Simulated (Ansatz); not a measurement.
The calculation's input:

```
crystal:
  periodic: [false, false, false]
  atoms:
    - {symbol: Pt, position_ang: [0.001267, 0.000068, 0.000642]}
    - {symbol: F, position_ang: [0.629258, -1.342213, -1.099170]}
    - {symbol: F, position_ang: [-0.630525, 1.342144, 1.098528]}
basis:
  gaussian: {orbitals: def2-TZVP, initial_orbitals: start.molden}
magnetization: {spin_polarized: true, initial_magnetization: 2}
hamiltonian: {xc: pbe0, dispersion: d4}
output: {orbitals: {seedname: orbitals}}
```

Command:

```sh
ansatz run in.yaml --threads 4 --pin off --events-out ev --progress --plain --max-ram 3916MiB
```

Geometry: PBE-D4/def2-TZVP; core potentials replace the inner electrons of Pt.

All numbers below come from Ansatz 0.2.0, UKS PBE0-D4/def2-TZVP.

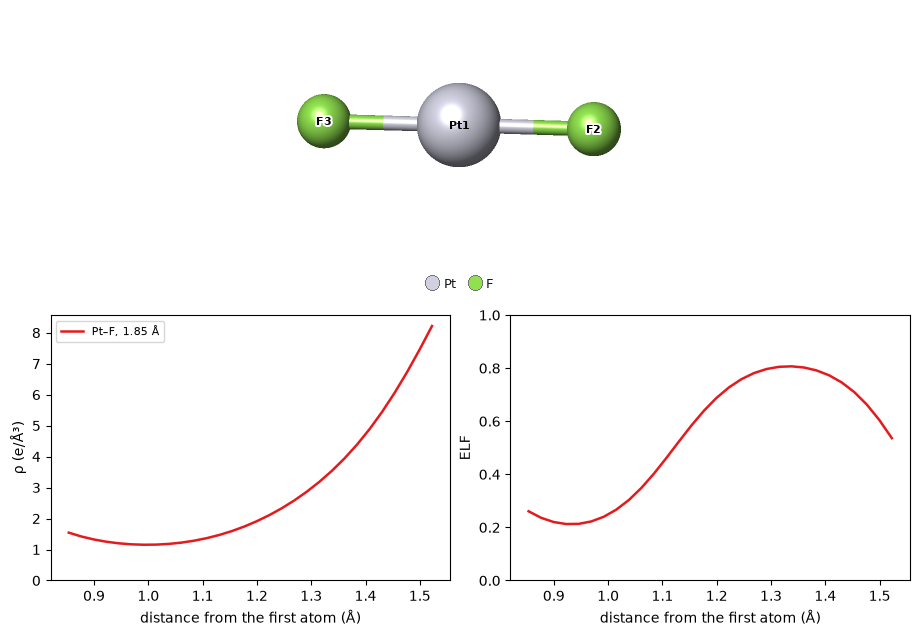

F2Pt (triplet). Electron density and electron localisation function along straight lines between neighbouring atoms. The curves leave out the atomic cores. The structure is drawn too.

### What can be read from the curves?

Pt–F (1.85 Å): the density is about 1.3 e/Å³ at the midpoint; the ELF peaks at about 0.80 in the valence shell of F, 0.5 Å from its nucleus, and drops to about 0.20 between the two atoms.
